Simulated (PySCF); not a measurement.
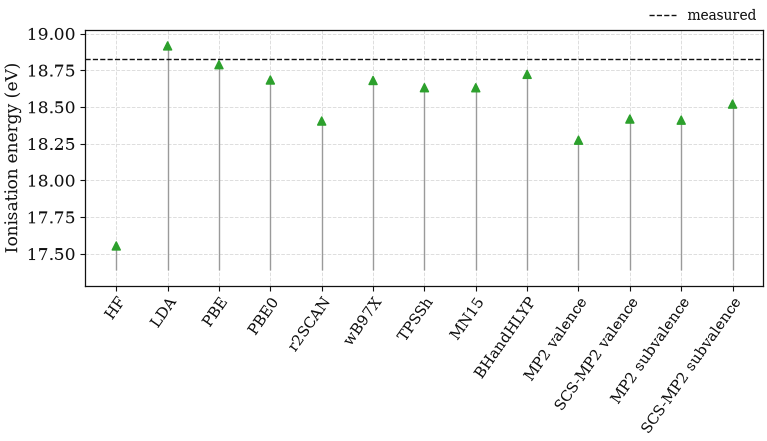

The ionisation energy of Al⁺ ([Ne] 3s² → [Ne] 3s) across levels of theory. PySCF, ANO-RCC-VTZP, spin-free X2C-1e, unrestricted single determinants, no spin-orbit coupling. Methods marked “valence” freeze 10 core electrons; methods marked “subvalence” freeze 2 core electrons.

**How do the methods compare?**

The values run from 17.55 eV (HF) to 18.92 eV (LDA). The measured value is 18.83 eV; nearest to it come PBE (−0.04) and LDA (+0.09), furthest HF (−1.28 eV).

```tsv
Method	Ionisation energy (eV)
HF	17.55
LDA	18.92
PBE	18.79
PBE0	18.68
r2SCAN	18.40
wB97X	18.68
TPSSh	18.63
MN15	18.63
BHandHLYP	18.72
MP2 valence	18.27
SCS-MP2 valence	18.42
MP2 subvalence	18.41
SCS-MP2 subvalence	18.52
```
